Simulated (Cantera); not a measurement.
Feed: 1 mol CuO, 2.7 mol CH4, 6.8 mol H2, 15 mol CO, equilibrated at 180000 Pa.

These are equilibrium values from Cantera (NASA tables, ideal gas, pure condensed phases), not measurements of a reactor. Candidate condensed phases: C, C6H6, C7H8, C8H18, Cu, CuO, Cu(OH)2, Cu2O, H2O; 113 gas species. The numbers say what is thermodynamically allowed, not how fast it happens.

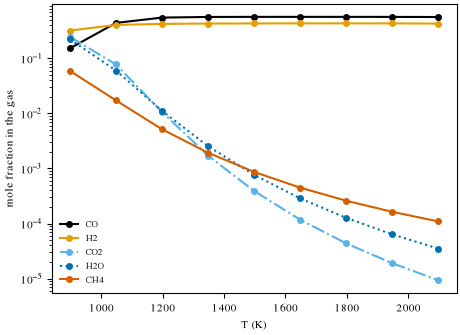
Figure: Equilibrium gas composition (values under 1e-9 drawn at 1e-9)

### Question
Read off the mole fractions at 1348 K.

### Answer
CO about 0.56, H2 about 0.43, H2O about 0.0025, CH4 about 0.0019, CO2 about 0.0017.
